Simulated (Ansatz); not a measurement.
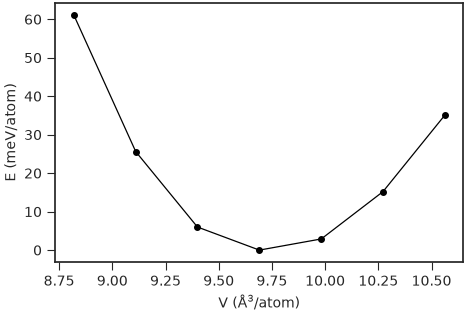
Fig. 1. FeO (rock salt, Fm-3m) under volume change, DFT-r²SCAN in the program Ansatz with PAW potentials, scaled uniformly.

Q: What does a third-order Birch–Murnaghan fit give for V₀, B₀ and B′?

A: V₀ = 9.71 Å³/atom, B₀ = 192 GPa, B′ = 5.8.

The r²SCAN relaxation kept the symmetry of its start. Spin order of the final state: ferromagnetic, the only order run, not a proven ground state. The cell computed holds one magnetic atom, so no antiferromagnetic order was within reach. Textbook magnetic order: antiferromagnetic. Other orbital occupations within this spin state were not tried. No Hubbard U is applied.

Potentials: the later of the program's two PAW sets.
